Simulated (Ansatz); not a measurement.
# FH5OSiSn (SMILES F[SiH2][O][SnH3]): what the fields show

Input file:

```
crystal:
  periodic: [false, false, false]
  atoms:
    - {symbol: F, position_ang: [-4.370323, 0.537258, -0.687324]}
    - {symbol: O, position_ang: [-1.994256, -0.510531, -0.200868]}
    - {symbol: Si, position_ang: [-3.555422, -0.871068, -0.516073]}
    - {symbol: Sn, position_ang: [-1.090112, 1.268035, -0.000980]}
    - {symbol: H, position_ang: [-4.187340, -1.603887, 0.613745]}
    - {symbol: H, position_ang: [-3.696245, -1.614643, -1.796597]}
    - {symbol: H, position_ang: [0.524427, 0.829325, 0.329305]}
    - {symbol: H, position_ang: [-1.278480, 2.085142, -1.489908]}
    - {symbol: H, position_ang: [-1.855434, 2.064781, 1.302860]}
basis:
  gaussian:
    orbitals: def2-TZVPD
hamiltonian:
  xc: {name: PBE0}
output: {forces: true, orbitals: {seedname: orbitals}}
```

Launched as:

```sh
ansatz run input.yaml --threads 1 --pin off --max-ram 2610MiB --events-out events.jsonl --progress --plain --runs-dir runs
```

Geometry: r2SCAN-D4/def2-SVP; core potentials replace the inner electrons of Sn.

All numbers below come from isolated molecule in a Gaussian basis; Kohn-Sham density functional theory, functional PBE0 in Ansatz.

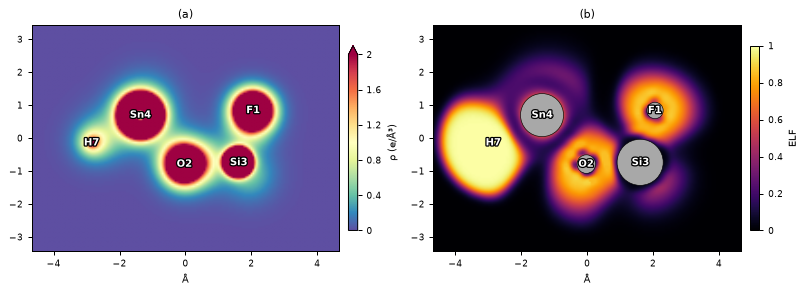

Figure 1. (a) electron density; (b) electron localisation function on the plane of atoms Si3, O2 and Sn4. Grey discs cover the atomic cores in the ELF map.

What does the map show?

Atoms in the plane: F, O, Si, Sn and H. Si–O (1.63 Å): ρ at the midpoint is about 1.2 e/Å³; the ELF peaks at about 0.85 between the atoms: a polar covalent bond. Si–F (1.64 Å): the density is about 1.1 e/Å³ at the midpoint; the ELF peaks at about 0.85 in the valence shell of F, 0.6 Å from its nucleus, and is about 0.55 at the midpoint. Sn–O (2.01 Å): ρ at the midpoint is about 0.73 e/Å³; the ELF peaks at about 0.80 in the valence shell of O, 0.6 Å from its nucleus, and drops to about 0.15 between the two atoms. Sn–H (1.71 Å): the density is about 1.2 e/Å³ at the midpoint; the ELF climbs to about 1 towards the hydrogen. The ELF also peaks beside O2 and F1, away from the bonds: lone-pair regions.

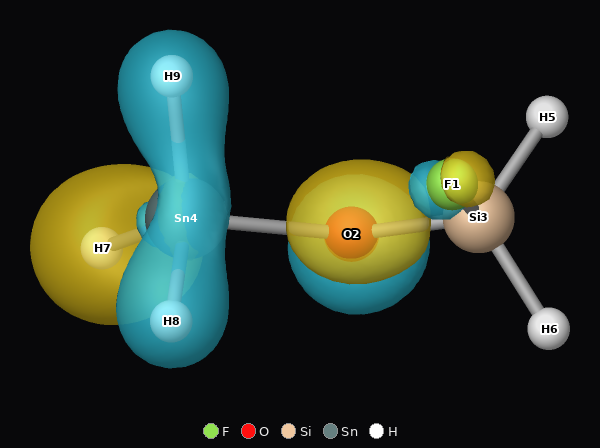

Figure 2. The HOMO−1 at ±0.15 Å⁻³ᐟ² (yellow and cyan are the two phases), seen at a tilt.

What is the character of this orbital?

It lies mainly on O2 (about 35 %), Sn4 (about 25 %), H7 (about 20 %), H8 (about 10 %) and H9 (about 10 %). Its energy is −9.20 eV.

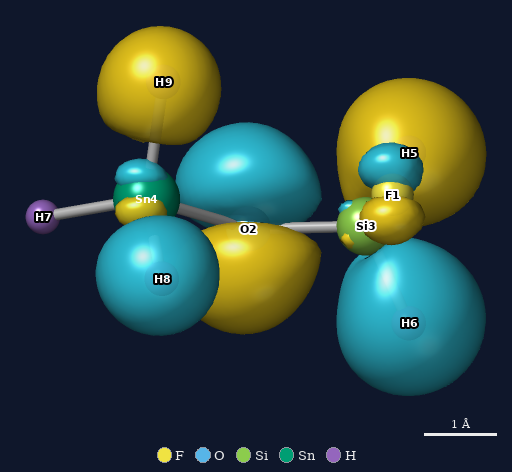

Figure 3. One frontier orbital at ±0.08 Å⁻³ᐟ² (yellow and cyan are the two phases), seen at a tilt.

Which orbital is it: HOMO or LUMO?

The HOMO, at −8.42 eV. By Hirshfeld shares it lies mainly on O2 (about 40 %), Si3 (about 15 %), H6 (about 10 %), H5 (about 10 %) and Sn4 (about 10 %).
